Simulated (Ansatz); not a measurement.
# Fe wire along [100], 24 atoms a period: bands along the axis

What gap, if any, does the Fe wire along [100], 24 atoms a period have, and how many channels would it open?

Method: DFT PBE, plane waves, PAW; relaxation of a wire's period; PAW set soft_1, in the first sound run; inputs show where later runs differ, in Ansatz 0.2.0.

### 1. Set-up

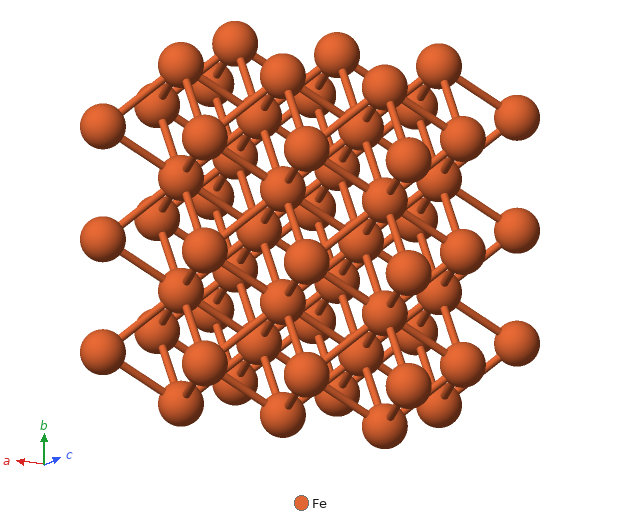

Start, viewed at a slant to the c axis; iron orange. 1×1×2 cells are drawn. Some periodic images of atoms are drawn too.

The cell holds 24 atoms: 24 Fe. Cell: a = 15.290 Å, b = 15.290 Å, c = 2.830 Å, α = 90.0°, β = 90.0°, γ = 90.0°. Vacuum lies along a and b. The structure's axis is c.

### 2. Relaxing the period

Band widths follow the bond lengths, so the wire is relaxed first. The atoms and the third cell vector are free; the box across stays fixed as vacuum. Moments are seeded so that a magnetic state can form if it lies lower. A Fermi-Dirac smearing is set since the result may be a metal. The pressure printed is a third of the stress's trace over the whole box, vacuum included; only the stress along the axis is relaxed.

Contents of input.yaml:

```yaml
crystal:
  lattice:
    - [15.29, 0.0, 0.0]
    - [0.0, 15.29, 0.0]
    - [0.0, 0.0, 2.83]
  atoms:
    - { symbol: Fe, position: [0.22236756, 0.314911707, 0.0], spin: 2.4 }
    - { symbol: Fe, position: [0.22236756, 0.5, 0.0], spin: 2.4 }
    - { symbol: Fe, position: [0.22236756, 0.685088293, 0.0], spin: 2.4 }
    - { symbol: Fe, position: [0.407455853, 0.314911707, 0.0], spin: 2.4 }
    - { symbol: Fe, position: [0.407455853, 0.5, 0.0], spin: 2.4 }
    - { symbol: Fe, position: [0.407455853, 0.685088293, 0.0], spin: 2.4 }
    - { symbol: Fe, position: [0.592544147, 0.314911707, 0.0], spin: 2.4 }
    - { symbol: Fe, position: [0.592544147, 0.5, 0.0], spin: 2.4 }
    - { symbol: Fe, position: [0.592544147, 0.685088293, 0.0], spin: 2.4 }
    - { symbol: Fe, position: [0.77763244, 0.314911707, 0.0], spin: 2.4 }
    - { symbol: Fe, position: [0.77763244, 0.5, 0.0], spin: 2.4 }
    - { symbol: Fe, position: [0.77763244, 0.685088293, 0.0], spin: 2.4 }
    - { symbol: Fe, position: [0.314911707, 0.22236756, 0.5], spin: 2.4 }
    - { symbol: Fe, position: [0.314911707, 0.407455853, 0.5], spin: 2.4 }
    - { symbol: Fe, position: [0.314911707, 0.592544147, 0.5], spin: 2.4 }
    - { symbol: Fe, position: [0.314911707, 0.77763244, 0.5], spin: 2.4 }
    - { symbol: Fe, position: [0.5, 0.22236756, 0.5], spin: 2.4 }
    - { symbol: Fe, position: [0.5, 0.407455853, 0.5], spin: 2.4 }
    - { symbol: Fe, position: [0.5, 0.592544147, 0.5], spin: 2.4 }
    - { symbol: Fe, position: [0.5, 0.77763244, 0.5], spin: 2.4 }
    - { symbol: Fe, position: [0.685088293, 0.22236756, 0.5], spin: 2.4 }
    - { symbol: Fe, position: [0.685088293, 0.407455853, 0.5], spin: 2.4 }
    - { symbol: Fe, position: [0.685088293, 0.592544147, 0.5], spin: 2.4 }
    - { symbol: Fe, position: [0.685088293, 0.77763244, 0.5], spin: 2.4 }
magnetization:
  spin_polarized: true
kpoints:
  mp_grid: { grid: [1, 1, 29] }
scf:
  occupations: { method: fermi_dirac, width: 0.05 }
hamiltonian:
  xc: pbe
  pseudopotentials: { kind: paw, azcp: { folder: soft_1 } }
relax:
  cell: { fix: [a, b, alpha, beta, gamma] }
  max_steps: 45
  f_tol: 0.03
```

On the command line:

```
> ansatz run input.yaml --threads 4 --pin off --max-ram 16384MiB --backend cpu --events-out ev --progress --plain --runs-dir out
```

Numbers of over 12 decimals in the logs are rounded to 6 here.

The log of the run:

```text
Engine: ansatz 0.2.0, aarch64-unknown-linux-gnu
Pseudopotentials: kind: paw
Pseudopotential: Fe, paw, valence charge 16, recommended cutoff 420 eV (normal), soft_1/Fe.paw.azcp
Functional definition: PBE
  parameter kappa = 0.804
  parameter beta = 0.066725
  exchange = pbe_x(kappa = kappa, mu = beta*pi^2/3)
  correlation = pbe_c(beta = beta)
Crystal: 24 atoms, lattice volume = 661.609 Å³
Basis set: ecut = 420 eV, 12941 PW (Γ), exchange–correlation on 216×216×40 points (8 copies of the dense FFT grid, shifted against one another)
Bands: 265, of which v1, the nominal top of the filled ones, is band 192 counted from 1 (191 counted from 0)
Symmetry: 16 space group operations
Space group: P42/mmc (ITA 131), of the structure as read, at distance tolerance 8.7e-5 Å
Magnetic group: BNS 131.435 (UNI 1095), of the structure as read, at distance tolerance 8.7e-5 Å
k-points: 15 of 29
Non-local potential: Fe, projectors of the file, l = 0: 3, l = 1: 2, l = 2: 3, l = 3: 1
PAW form: soft (Blöchl's): semilocal exchange-correlation on the pseudo side does not see the compensation charge
PAW one-centre angular grid: Fe, 590 points (default); XC on 64 Gauss nodes
Initial density: superposition of atomic densities (neutral atoms: chi_scale 0, normalization atom)
Starting moments: Σ|m| = 57.6 μB on 24 of 24 sites
Initial wavefunctions: pseudopotential atomic-orbital guess
Functional: x = pbe(κ = 0.804, μ = 0.219515), c = pbe(β = 0.066725)
SCF iter   1: F=—  HF=-107508.458511 eV  |F-HF|=—  |Δ(HF+E_count)|=         —  Δρ=5.02e-2 (↑2.36e-2 ↓5.02e-2)  dr2=8.90e1  dr2_m=5.82e0  M=59.730 μB ∫|m|=60.239 μB  β_m=0.30  ethr=3.10e-3  ⟨swp⟩=7.7  Hψ=33988  notcnv=0  defer=348
Mixer restart at iter 1: flushing history
preconditioner: auto → LDOS  [metal: Δε(μ)=0.006 eV  Ē_g=5.947 eV  σ=0.050 eV  W_gap=0.03  n_scr=154 (ndim 8)  ℏωp=20.0 eV  f_vac=0.455  D(μ)=41.62/eV (n_scr^D=454)]
spin=Collinear: LDOS preconditioning applied to the charge; magnetization (m = ρ↑ − ρ↓) channel mixes plain (no charge-response kernel on spin).
SCF iter   2: F=—  HF=-107499.774256 eV  |F-HF|=—  |Δ(HF+E_count)|=    8.68e0  Δρ=3.07e-2 (↑3.04e-2 ↓3.07e-2)  dr2=1.66e1  dr2_m=4.91e0  M=61.916 μB ∫|m|=62.743 μB  β_m=0.39  ethr=3.10e-3  ⟨swp⟩=3.0  Hψ=14007  notcnv=0  defer=1013
SCF iter   3: F=—  HF=-107510.084252 eV  |F-HF|=—  |Δ(HF+E_count)|=    1.03e1  Δρ=1.98e-2 (↑1.38e-2 ↓1.98e-2)  dr2=5.32e-1  dr2_m=1.63e0  M=62.645 μB ∫|m|=63.963 μB  β_m=0.47  ethr=3.10e-3  ⟨swp⟩=2.9  Hψ=13254  notcnv=0  defer=1015
SCF iter   4: F=—  HF=-107513.749077 eV  |F-HF|=—  |Δ(HF+E_count)|=    3.66e0  Δρ=1.19e-2 (↑1.19e-2 ↓9.72e-3)  dr2=1.82e-1  dr2_m=6.60e-1  M=63.582 μB ∫|m|=65.399 μB  β_m=0.73  ethr=1.38e-4  ⟨swp⟩=2.8  Hψ=12865  notcnv=0  defer=1015
SCF iter   5: F=—  HF=-107515.244852 eV  |F-HF|=—  |Δ(HF+E_count)|=         —  Δρ=5.78e-3 (↑5.78e-3 ↓4.12e-3)  dr2=4.92e-1  dr2_m=9.56e-2  M=65.086 μB ∫|m|=67.559 μB  β_m=0.73  ethr=4.73e-5  ⟨swp⟩=2.8  Hψ=17170  notcnv=0  defer=1025
SCF iter   6: F=—  HF=-107515.197466 eV  |F-HF|=—  |Δ(HF+E_count)|=   4.74e-2  Δρ=4.26e-3 (↑4.26e-3 ↓2.50e-3)  dr2=1.44e-1  dr2_m=3.34e-2  M=65.019 μB ∫|m|=67.642 μB  β_m=0.62  ethr=4.73e-5  ⟨swp⟩=2.4  Hψ=15243  notcnv=0  defer=1025
SCF iter   7: F=—  HF=-107515.199041 eV  |F-HF|=—  |Δ(HF+E_count)|=   1.57e-3  Δρ=1.07e-3 (↑1.07e-3 ↓6.49e-4)  dr2=6.31e-3  dr2_m=2.84e-3  M=65.057 μB ∫|m|=67.619 μB  β_m=0.61  ethr=3.76e-5  ⟨swp⟩=2.0  Hψ=12817  notcnv=0  defer=1026
SCF iter   8: F=—  HF=-107515.200436 eV  |F-HF|=—  |Δ(HF+E_count)|=   1.40e-3  Δρ=5.96e-4 (↑3.78e-4 ↓5.96e-4)  dr2=1.60e-3  dr2_m=1.09e-3  M=65.106 μB ∫|m|=67.668 μB  β_m=0.70  ethr=1.64e-6  ⟨swp⟩=3.3  Hψ=17294  notcnv=0  defer=1026
SCF iter   9: F=—  HF=-107515.202190 eV  |F-HF|=—  |Δ(HF+E_count)|=   1.75e-3  Δρ=1.63e-4 (↑1.63e-4 ↓1.42e-4)  dr2=5.65e-4  dr2_m=2.48e-5  M=65.126 μB ∫|m|=67.700 μB  β_m=0.69  ethr=4.17e-7  ⟨swp⟩=2.4  Hψ=13918  notcnv=0  defer=1026
SCF iter  10: F=—  HF=-107515.202479 eV  |F-HF|=—  |Δ(HF+E_count)|=   2.90e-4  Δρ=8.12e-5 (↑8.12e-5 ↓5.76e-5)  dr2=1.41e-4  dr2_m=1.22e-5  M=65.138 μB ∫|m|=67.711 μB  β_m=0.76  ethr=1.47e-7  ⟨swp⟩=2.0  Hψ=10777  notcnv=0  defer=1026
SCF iter  11: F=—  HF=-107515.202538 eV  |F-HF|=—  |Δ(HF+E_count)|=   5.88e-5  Δρ=5.17e-5 (↑5.17e-5 ↓2.99e-5)  dr2=3.65e-5  dr2_m=3.00e-6  M=65.144 μB ∫|m|=67.716 μB  β_m=0.65  ethr=3.68e-8  ⟨swp⟩=2.0  Hψ=11037  notcnv=0  defer=1026
SCF iter  12: F=—  HF=-107515.202513 eV  |F-HF|=—  |Δ(HF+E_count)|=   2.55e-5  Δρ=1.40e-5 (↑1.40e-5 ↓1.26e-5)  dr2=1.89e-6  dr2_m=6.15e-7  M=65.144 μB ∫|m|=67.715 μB  β_m=0.69  ethr=9.50e-9  ⟨swp⟩=2.3  Hψ=11151  notcnv=0  defer=1026
SCF iter  13: F=—  HF=-107515.202513 eV  |F-HF|=—  |Δ(HF+E_count)|=   2.88e-7  Δρ=6.03e-6 (↑6.03e-6 ↓5.95e-6)  dr2=3.80e-7  dr2_m=9.38e-8  M=65.144 μB ∫|m|=67.715 μB  β_m=0.75  ethr=4.91e-10  ⟨swp⟩=3.5  Hψ=15930  notcnv=0  defer=1026
SCF iter  14: F=—  HF=-107515.202513 eV  |F-HF|=—  |Δ(HF+E_count)|=   2.67e-7  Δρ=2.55e-6 (↑2.54e-6 ↓2.55e-6)  dr2=9.67e-8  dr2_m=1.83e-8  M=65.143 μB ∫|m|=67.714 μB  β_m=0.73  ethr=9.88e-11  ⟨swp⟩=2.1  Hψ=11693  notcnv=0  defer=1026
SCF iter  15: F=-107515.202513 eV  HF=-107515.202513 eV  |F-HF|=4.88e-8  |Δ(HF+E_count)|=   3.03e-8  Δρ=1.80e-6 (↑1.72e-6 ↓1.80e-6)  dr2=5.97e-8  dr2_m=5.45e-9  M=65.143 μB ∫|m|=67.714 μB  ethr=2.52e-11  ⟨swp⟩=2.1  Hψ=26114  notcnv=0
SCF 1 converged in 15 iterations: F = -107515.202513 eV  dr2 = 5.97e-8
  greatest PAW one-centre occupation: 1.001 electrons in one spin orbital (limit 2), on the Fe atom at site 11 (counted from 0), in its partial waves of l = 1
relax step   1: F+E_penalty+E_count = -107515.20251331 eV  Δ(F+E_penalty+E_count) = +0.000e0 eV  max|allowed force component| = 4.125e-1 eV/Å  Δτ_max = 0.0000 Å  P = -1.414 GPa  Ω = 661.609 Å³  fix = [a, b, alpha, beta, gamma]  reactions: a -0.941, b -0.941 GPa  (15 SCF iters, dr2 threshold 1.00e-7 eV, accepted)
Crystal: 24 atoms, lattice volume = 652.184 Å³
Basis set: ecut = 420 eV, 12765 PW (Γ), exchange–correlation on 216×216×40 points (8 copies of the dense FFT grid, shifted against one another)
Initial density: handed on by an earlier stage of this run
Starting moments: Σ|m| = 57.6 μB on 24 of 24 sites; this step starts from the density that it was given
Initial wavefunctions: those handed on with the density
iter 1 solved again at ethr=1.54e-5 eV; its pass at ethr=3.10e-3 eV (dr2=5.90e-2 eV) is discarded
[...]
SCF iter   5: F=—  HF=-107515.435257 eV  |F-HF|=—  |Δ(HF+E_count)|=   4.78e-7  Δρ=4.22e-6 (↑4.17e-6 ↓4.22e-6)  dr2=4.80e-7  dr2_m=6.27e-8  M=64.251 μB ∫|m|=66.626 μB  β_m=0.66  ethr=1.02e-9  ⟨swp⟩=2.1  Hψ=10643  notcnv=0
SCF iter   6: F=—  HF=-107515.435258 eV  |F-HF|=—  |Δ(HF+E_count)|=   3.87e-7  Δρ=3.63e-6 (↑3.63e-6 ↓1.25e-6)  dr2=7.11e-8  dr2_m=2.49e-8  M=64.251 μB ∫|m|=66.626 μB  β_m=0.62  ethr=1.25e-10  ⟨swp⟩=2.4  Hψ=12377  notcnv=0
SCF iter   7: F=—  HF=-107515.435258 eV  |F-HF|=—  |Δ(HF+E_count)|=   2.26e-8  Δρ=1.05e-6 (↑1.05e-6 ↓8.22e-7)  dr2=1.90e-8  dr2_m=1.18e-9  M=64.251 μB ∫|m|=66.625 μB  β_m=0.57  ethr=1.85e-11  ⟨swp⟩=2.2  Hψ=13707  notcnv=0
SCF iter   8: F=—  HF=-107515.435258 eV  |F-HF|=—  |Δ(HF+E_count)|=   1.08e-7  Δρ=3.62e-7 (↑3.45e-7 ↓3.62e-7)  dr2=1.40e-9  dr2_m=3.40e-10  M=64.251 μB ∫|m|=66.625 μB  β_m=0.75  ethr=4.95e-12  ⟨swp⟩=2.9  Hψ=11898  notcnv=0
SCF iter   9: F=—  HF=-107515.435258 eV  |F-HF|=—  |Δ(HF+E_count)|=   1.73e-9  Δρ=2.83e-7 (↑2.83e-7 ↓9.12e-8)  dr2=5.53e-10  dr2_m=9.57e-11  M=64.251 μB ∫|m|=66.626 μB  β_m=0.69  ethr=1.00e-12  ⟨swp⟩=2.7  Hψ=12604  notcnv=0
SCF iter  10: F=—  HF=-107515.435258 eV  |F-HF|=—  |Δ(HF+E_count)|=  1.46e-11  Δρ=1.01e-7 (↑1.01e-7 ↓5.44e-8)  dr2=1.18e-10  dr2_m=1.53e-11  M=64.251 μB ∫|m|=66.626 μB  β_m=0.58  ethr=1.00e-12  ⟨swp⟩=2.0  Hψ=9273  notcnv=0
SCF iter  11: F=-107515.435258 eV  HF=-107515.435258 eV  |F-HF|=5.82e-11  |Δ(HF+E_count)|=  1.31e-10  Δρ=4.74e-8 (↑2.36e-8 ↓4.74e-8)  dr2=3.27e-11  dr2_m=3.77e-12  M=64.251 μB ∫|m|=66.626 μB  ethr=1.00e-12  ⟨swp⟩=3.0  Hψ=23773  notcnv=0
SCF 8 converged in 11 iterations: F = -107515.435258 eV  dr2 = 3.27e-11
  greatest PAW one-centre occupation: 1.001 electrons in one spin orbital (limit 2), on the Fe atom at site 20 (counted from 0), in its partial waves of l = 1
relax step   8: F+E_penalty+E_count = -107515.43525773 eV  Δ(F+E_penalty+E_count) = +1.186e-2 eV  max|allowed force component| = 1.852e-2 eV/Å  Δτ_max = 0.0000 Å  P = +0.040 GPa  Ω = 641.958 Å³  fix = [a, b, alpha, beta, gamma]  reactions: a +0.047, b +0.047 GPa  stress off target by 2.59e-2 GPa on what of the cell is left free  SCF on the basis re-selected at this cell (its energy is not comparable with the rows above)  (11 SCF iters)
basis re-selected at this cell: Δ(F+E_penalty+E_count) = +1.186e-2 eV, ΔP = +0.007 GPa vs the last step (what re-selecting the basis moved, of the pressure what is left beyond the Pulay correction that the steps carried, after the strain that the cell walked since its last selection, with what the two solves' SCF thresholds leave and, on support functions, any second-order correction that the steps lacked; it is no m [...]
SCF converged after 11 iterations
Magnetization: 64.2506 μB (224.1253 up, 159.8747 down)
Absolute magnetization: 66.6305 μB (∫|ρ↑−ρ↓|, with the PAW one-centre terms)
Spin contamination: 1.0424 ħ² per cell (⟨S²⟩ above its minimum at these occupations)
Per-site moments (μB) at R_I (Å): [(2.822403, 0.980282), (2.926337, 1.017060), (2.822403, 0.980282), (2.389811, 0.980282), (2.299178, 0.999463), (2.389811, 0.980282), (2.389811, 0.980282), (2.299178, 0.999463), (2.389811, 0.980282), (2.822403, 0.980282), (2.926337, 1.017060), (2.822403, 0.980282), (2.822403, 0.980282), (2.389811, 0.980282), (2.389811, 0.980282), (2.822403, 0.980282), (2.926337, 1.017060), (2.299178, 0.999463), (2.299178, 0.999463), (2.926337, 1.017060), (2.822403, 0.980282), (2.389811, 0.980282), (2.389811, 0.980282), (2.822403, 0.980282)]
Free energy (F): -107515.435258 eV
Harris-Foulkes:  -107515.435258 eV  (|F-HF|=5.82e-11)
Internal energy: -107515.205398 eV  (E = F + TS)
E sigma→0 (E₀):  -107515.320328 eV
Entropy (-TS):   -0.229860 eV (-9.578 meV/atom)
Fermi energy:    5.886004 eV
--- Per-component energies (eV) ---
  E_band       = -9968.302100
  E_kinetic    = 7901.904469
  E_local      = -293998.090587  (includes V_loc(G=0)·N_el)
  E_nonlocal   = 7013.083335
  E_hartree    = 140181.058355
  E_xc         = -2626.438249
  E_vxc        = -3371.211415  (∫ρ·V_xc dr)
  E_paw        = -33209.636436  (= ΣΔE_a)
  E_vpaw       = -7876.082678  (= ΣTr[D̂ρ^β])
  E_aug_tail   = -0.024395  (compensation charges beyond the density's cutoff)
  E_ewald      = 67222.938112
  E_smearing   = -0.229860  (= −TS)
  E_closure    = -0.000000  (closes the sum)
  Σ components = -107515.435258   (vs F -107515.435258, Δ=0.00e0)
--- Forces (eV/Å), atoms counted from 1 ---
  atom   1  Fe    -0.00504624    -0.00553588    -0.00000000
  atom   2  Fe     0.01830276    -0.00000000     0.00000000
  atom   3  Fe    -0.00504624     0.00553588     0.00000000
  atom   4  Fe     0.01566585    -0.01667912    -0.00000000
  atom   5  Fe    -0.01852288     0.00000000     0.00000000
  atom   6  Fe     0.01566585     0.01667912     0.00000000
  atom   7  Fe    -0.01566585    -0.01667912    -0.00000000
  atom   8  Fe     0.01852288    -0.00000000    -0.00000000
  atom   9  Fe    -0.01566585     0.01667912     0.00000000
  atom  10  Fe     0.00504624    -0.00553588    -0.00000000
  atom  11  Fe    -0.01830276     0.00000000    -0.00000000
  atom  12  Fe     0.00504624     0.00553588     0.00000000
  atom  13  Fe    -0.00553588    -0.00504624    -0.00000000
  atom  14  Fe    -0.01667912     0.01566585     0.00000000
  atom  15  Fe    -0.01667912    -0.01566585    -0.00000000
  atom  16  Fe    -0.00553588     0.00504624     0.00000000
  atom  17  Fe    -0.00000000     0.01830276     0.00000000
  atom  18  Fe     0.00000000    -0.01852288    -0.00000000
  atom  19  Fe    -0.00000000     0.01852288     0.00000000
  atom  20  Fe     0.00000000    -0.01830276    -0.00000000
  atom  21  Fe     0.00553588    -0.00504624    -0.00000000
  atom  22  Fe     0.01667912     0.01566585     0.00000000
  atom  23  Fe     0.01667912    -0.01566585    -0.00000000
  atom  24  Fe     0.00553588     0.00504624     0.00000000
  max |Σ_I F_I| component: 6.07e-18 eV/Å
--- Stress (GPa, compression-positive) ---
        0.047136      -0.000000       0.000000
       -0.000000       0.047136       0.000000
        0.000000       0.000000       0.025882
  P = ⅓ Tr σ = 0.0401 GPa (0.401 kbar)
--- Relaxed structure (7 steps of the walk, 6 accepted, 1 SCFs on fresh bases) ---
  F+E_penalty+E_count = -107515.43525773 eV   max|allowed force component| = 1.852e-2 eV/Å   (the final SCF, on the basis selected at the relaxed cell)
  cell:  # Å, volume = 641.9577 Å³
    - [15.29, 0, 0]
    - [0, 15.29, 0]
    - [0, 0, 2.745943]
  atoms:
    - { symbol: Fe, position: [0.223157, 0.319012, 0] }
    - { symbol: Fe, position: [0.215398, 0.500000, 0] }
    - { symbol: Fe, position: [0.223157, 0.680988, 0] }
    - { symbol: Fe, position: [0.408428, 0.313146, 0] }
    - { symbol: Fe, position: [0.407674, 0.500000, 0] }
    - { symbol: Fe, position: [0.408428, 0.686854, 0] }
    - { symbol: Fe, position: [0.591572, 0.313146, 0] }
    - { symbol: Fe, position: [0.592326, 0.500000, 0] }
    - { symbol: Fe, position: [0.591572, 0.686854, 0] }
    - { symbol: Fe, position: [0.776843, 0.319012, 0] }
    - { symbol: Fe, position: [0.784602, 0.500000, 0] }
    - { symbol: Fe, position: [0.776843, 0.680988, 0] }
    - { symbol: Fe, position: [0.319012, 0.223157, 0.5] }
    - { symbol: Fe, position: [0.313146, 0.408428, 0.5] }
    - { symbol: Fe, position: [0.313146, 0.591572, 0.5] }
    - { symbol: Fe, position: [0.319012, 0.776843, 0.5] }
    - { symbol: Fe, position: [0.500000, 0.215398, 0.5] }
    - { symbol: Fe, position: [0.500000, 0.407674, 0.5] }
    - { symbol: Fe, position: [0.500000, 0.592326, 0.5] }
    - { symbol: Fe, position: [0.500000, 0.784602, 0.5] }
    - { symbol: Fe, position: [0.680988, 0.223157, 0.5] }
    - { symbol: Fe, position: [0.686854, 0.408428, 0.5] }
    - { symbol: Fe, position: [0.686854, 0.591572, 0.5] }
    - { symbol: Fe, position: [0.680988, 0.776843, 0.5] }
```

It took 29 min on 4 threads of Arm Neoverse V2, shared host; peak memory 5.5 GiB.

The steps of the relaxation:

```
step  energy less that of the first step (eV)  largest force component (eV/Å)  pressure (GPa)  volume (Å³)
   1                                   0.0000                          0.4125           -1.41       661.61
   2                                  -0.1637                          0.1976           -0.52       652.18
   3                                  -0.2239                          0.0689            0.13       642.00
   4                                  -0.2321                          0.0652            0.08       641.54
   5                                  -0.2289                          0.1006            0.09       639.71
   6                                  -0.2440                          0.0200           -0.04       641.38
   7                                  -0.2446                          0.0191            0.03       641.96
  8*                                  -0.2327                          0.0185            0.04       641.96
```

Relaxation steps marked * repeat the geometry before them on a plane-wave basis chosen anew for their cell, so energy and pressure can jump there. Relaxation step 5 was tried and not accepted.

Forces are held to the 16 operations that the run works with; a distortion that breaks them can't arise in this run.

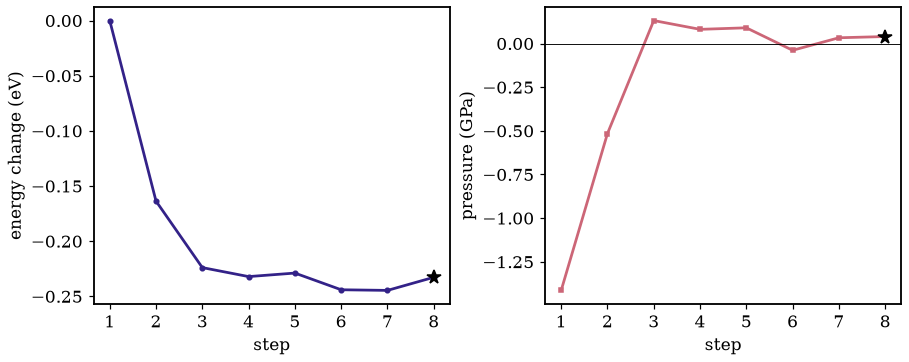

Energy and pressure along the relaxation. Stars mark steps on a basis chosen anew.

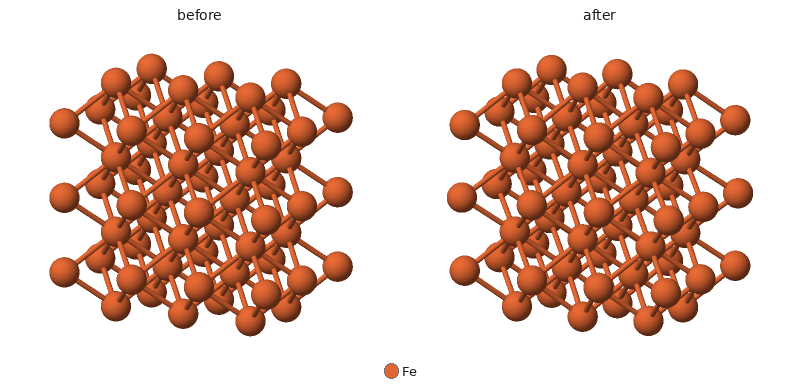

Before and after, at one scale.

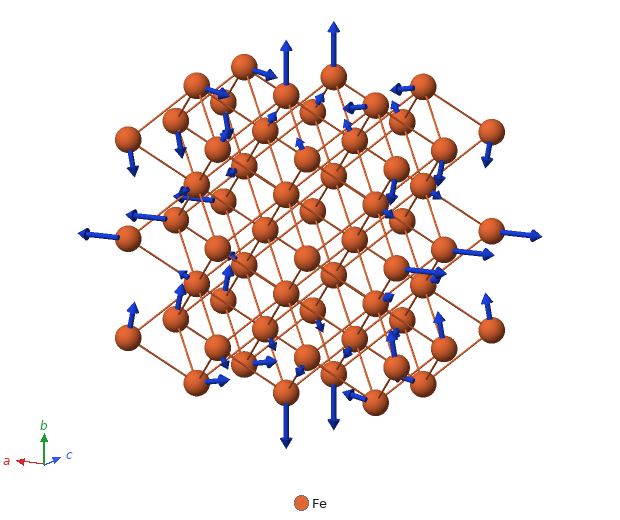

Displacements in the relaxation, exaggerated, measured against the changing cell; the longest in the cell stands for 0.11 Å. 1×1×2 cells are drawn. Some periodic images of atoms are drawn too.

```csv
cell as run,before,after,change
c (Å),2.830,2.746,-3.0 %
```

The atoms that moved most (Å, along periodic axes as changes of fractional coordinates times the final cell, across vacuum about the mean position):

```csv
atom,dx,dy,dz,length
Fe11,0.107,0.000,0.000,0.107
Fe20,0.000,0.107,0.000,0.107
Fe17,0.000,-0.107,0.000,0.107
Fe2,-0.107,0.000,0.000,0.107
Fe3,0.012,-0.063,0.000,0.064
Fe12,-0.012,-0.063,0.000,0.064
Fe21,-0.063,0.012,0.000,0.064
Fe24,-0.063,-0.012,0.000,0.064
```

Numbers from this step:

```yaml
energy_at_zero_smearing: -107515.3203 eV
total_moment: 64.25 μB
absolute_moment: 66.63 μB
cell_length_along_the_wire: 2.746 Å
```

[end of part 1 of 2]

[Logs are printed without paths, hosts, clocks, repeated set-up lines and the standing remarks that a program may print on its own settings, such as how far it seeks lower states.]

[Hosts, paths, dates, database ids (printed as entryN), source tags and the programs' standing remarks are cut or masked in the printed files.]
